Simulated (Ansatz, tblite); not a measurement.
# The cluster Cu₃H₂+: a ladder of methods and basis sets

Aim: run the singlet of the cluster Cu₃H₂+ at one geometry on many levels, and compare frontier levels, spin and run time.

Program: Ansatz 0.2.0, Gaussian basis. Level of theory: as each input shows. These are calculated values, not measurements.

Plan: GFN1-xTB, GFN2-xTB, PBE-D4/def2-TZVP, r2SCAN-D4/def2-TZVP, r2SCAN0-D4/def2-TZVP, BLYP-D4/def2-TZVP, B3LYP-D4/def2-TZVP, BHLYP-D4/def2-TZVP, B2PLYP/def2-TZVP, PBE-D4/def2-SVP, PBE0-D4/def2-SVP, HF/STO-3G, CCSD(T)/def2-TZVP, RPA/def2-TZVP.

1 further run of the same task is left out (set aside as unsound or not needed).

## (1) The structure

The singlet was relaxed beforehand with B3LYP-D4/def2-TZVP. At that level it is the lowest of the isomers that a small search found.

5 atoms, charge 1, spin multiplicity 1.

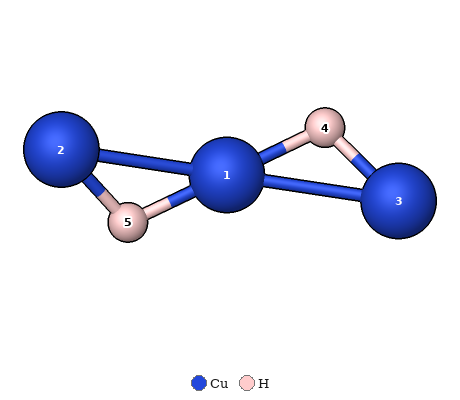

The geometry (copper blue, hydrogen pink); atoms are numbered from 1 in the order of the file.

No spin-orbit coupling is included. The ion is computed in the gas phase, without counter-ions or solvent.

PBE0-D4/def2-TZVP was run before; its log isn't repeated, and its numbers join the tables.

## (2) GFN1-xTB

Tight binding, by tblite at 300 K electronic temperature and without a spin-polarisation term:

```python
tblite.interface.Calculator('GFN1-xTB', numbers, positions, charge=1, uhf=0).singlepoint()
```

Energy -384.0112 eV, HOMO -16.00 eV, LUMO -13.90 eV; 0.003 s.

## (3) GFN2-xTB

Tight binding, by tblite at 300 K electronic temperature and without a spin-polarisation term:

```python
tblite.interface.Calculator('GFN2-xTB', numbers, positions, charge=1, uhf=0).singlepoint()
```

Energy -336.0367 eV, HOMO -14.37 eV, LUMO -8.82 eV; 0.002 s.

## (4) PBE-D4/def2-TZVP

start.molden holds the orbitals of an earlier run on this state, given as this run's starting guess.

File in.yaml:

```yaml
crystal:
  periodic: [false, false, false]
  atoms:
    - {symbol: Cu, position_ang: [-0.110817, 0.066383, -0.018198]}
    - {symbol: Cu, position_ang: [0.875819, 1.464544, 1.868505]}
    - {symbol: Cu, position_ang: [-0.425218, -1.730964, -1.795543]}
    - {symbol: H, position_ang: [-0.105419, -0.216429, -1.605479]}
    - {symbol: H, position_ang: [-0.234365, 0.416466, 1.550715]}
basis:
  gaussian: {orbitals: def2-TZVP, initial_orbitals: start.molden}
total_charge: 1
hamiltonian: {xc: pbe, dispersion: d4}
scf: {omitted_lower_state_checks: [starts]}
output: {orbitals: {seedname: orbitals}}
```

Run with:

```sh
> ansatz run in.yaml --threads 4 --pin off --events-out ev --progress --plain --max-ram 3916MiB
```

After this run come: r2SCAN-D4/def2-TZVP; r2SCAN0-D4/def2-TZVP; BLYP-D4/def2-TZVP; B3LYP-D4/def2-TZVP; BHLYP-D4/def2-TZVP; B2PLYP/def2-TZVP; PBE-D4/def2-SVP; PBE0-D4/def2-SVP; HF/STO-3G; CCSD(T)/def2-TZVP; RPA/def2-TZVP.

**Question.** What will the summary of the whole plan be? Wanted: gap in def2-TZVP, named functionals, smallest and largest; correlation energy, CCSD(T)/def2-TZVP; PBE0 total energy, smallest basis above largest.

**Answer**, as computed:

| quantity | value |
| --- | --- |
| gap in def2-TZVP, named functionals, smallest and largest | 2.72 eV (BLYP-D4), 7.51 eV (BHLYP-D4) |
| correlation energy, CCSD(T)/def2-TZVP | -32.03 eV |
| PBE0 total energy, smallest basis above largest | 19.79 eV (def2-SVP, def2-TZVP) |

**Reading.** Orbital gaps of the named functionals in def2-TZVP span 2.72 eV (BLYP-D4) to 7.51 eV (BHLYP-D4); exact exchange widens it.
